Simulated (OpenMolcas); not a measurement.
```
&GATEWAY
Basis set
Ce.ANO-RCC-VDZP.
Ce1 0.0 0.0 0.0 Angstrom
End of basis
Basis set
Cl.ANO-RCC-VDZP.
L1 2.717000 0.000000 0.000000 Angstrom
L2 0.000000 2.717000 0.000000 Angstrom
L3 0.000000 0.000000 2.717000 Angstrom
End of basis
Basis set
Na.EMB-AIMP.Al-Abdalla.7s4p.1s1p.ECP.Cs2NaYCl6.
PseudoCharge
* 3 symmetry-unique lattice sites within 7.6 angstrom
End of basis
Basis set
Cs.EMB-AIMP.Al-Abdalla.0s.0s.ECP.Cs2NaYCl6.
PseudoCharge
* 4 symmetry-unique lattice sites within 7.6 angstrom
End of basis
Basis set
Cl.EMB-AIMP.Al-Abdalla.0s.0s.ECP.Cs2NaYCl6.
PseudoCharge
* 12 symmetry-unique lattice sites within 7.6 angstrom
End of basis
Basis set
Y.EMB-AIMP.Al-Abdalla.0s.0s.ECP.Cs2NaYCl6.
PseudoCharge
* 6 symmetry-unique lattice sites within 7.6 angstrom
End of basis
Symmetry
XYZ
AngMom=0.0 0.0 0.0
AMFI
RICD
XField
1564 Angstrom 0
* Evjen-weighted lattice charges
&SEWARD
&RASSCF
FileOrb=start.orb
Symmetry=2
Spin=2
nActEl=1 0 0
Inactive=42 39
Ras2=0 7
CIRoot=7 7 1
SDav=7
CIMx=300
Iter=150 100
PrWF=0.3
OrbListing=Nothing
MaxOrb=0
LevShft=1.0
>>> COPY $Project.JobIph JOB001
&RASSI
NrOfJobIphs=1 7
1 2 3 4 5 6 7
IphNames
JOB001
EJob
SpinOrbit
DIPRint=1.0
SOCoupling=1000.0
Subsets=2
Property=9
'ANGMOM' 1 'ANGMOM' 2 'ANGMOM' 3 'MLTPL  1' 1 'MLTPL  1' 2 'MLTPL  1' 3
'AMFI' 1 'AMFI' 2 'AMFI' 3
SOProperty=3
'ANGMOM' 1 'ANGMOM' 2 'ANGMOM' 3
```

Launched with:
```bash
OMP_NUM_THREADS=1 MOLCAS_MEM=2457 MOLCAS_PROJECT=a pymolcas a.inp > a.log  # once for each step of the input, in one work folder
```

The calculation used state-averaged CASSCF, active space 1 electron in the shell 4f, basis ANO-RCC-VDZP on all atoms, DKH2 scalar Hamiltonian, spin-orbit coupling by RASSI with atomic mean-field integrals (OpenMolcas). Powder susceptibility by Van Vleck's formula.

Ce³⁺ (4f) as a dopant in Cs₂NaYCl₆, a cluster with its 6 nearest Cl⁻ at 2.717 Å (octahedron) embedded in model potentials and point charges; the geometry was set, not optimised. The cluster and the levels that result:

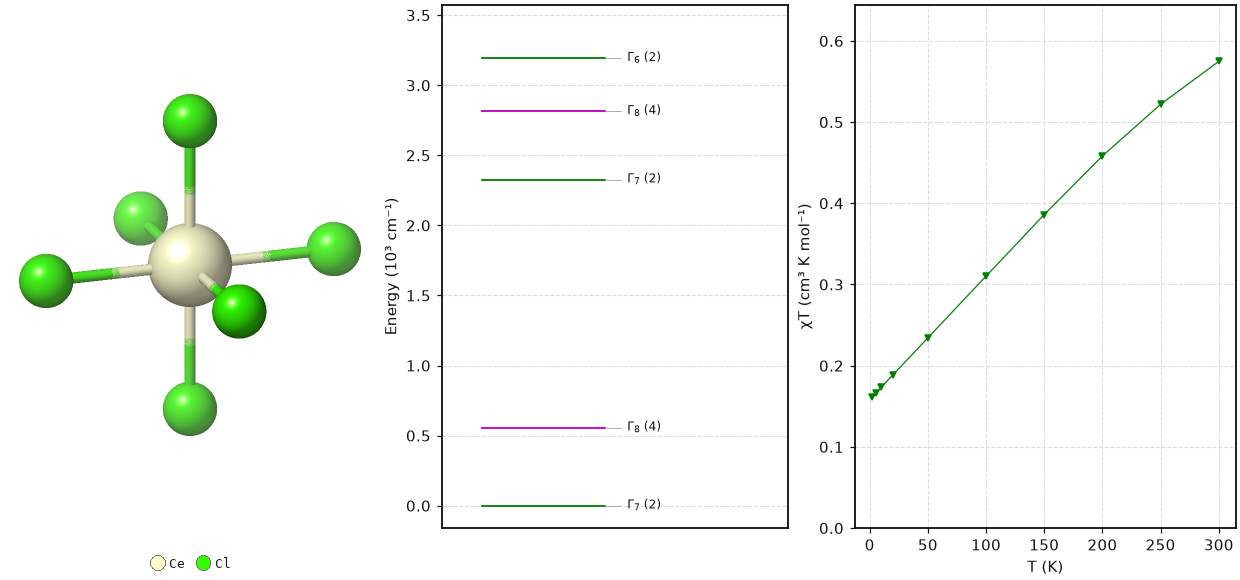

Labels give the representation in O, Td, D4 or D3 as the site allows (double group for half-integer spin) where it could be assigned and, in brackets, the degeneracy; spin-free states, where drawn, share the zero of the spin-orbit levels.

The ground level is Γ₇, a Kramers doublet, 100 % from states of spin multiplicity 2, effective J = 2.52, with |mJ| = 3/2 the largest share (83 %). Its principal g values are 1.30, 1.30 and 1.30, isotropic. The next level lies at 557 cm⁻¹ (Γ₈). The lowest J multiplet spreads over 557 cm⁻¹. χT is 0.161 cm³ K mol⁻¹ at 2 K and 0.575 at 300 K, an effective moment of 2.14 μB. The active orbitals hold 99 to 100 % metal character (Löwdin), and the Mulliken charge of the metal is +1.82.

Known limits: the geometry is set by hand, with no relaxation and no charge compensation.
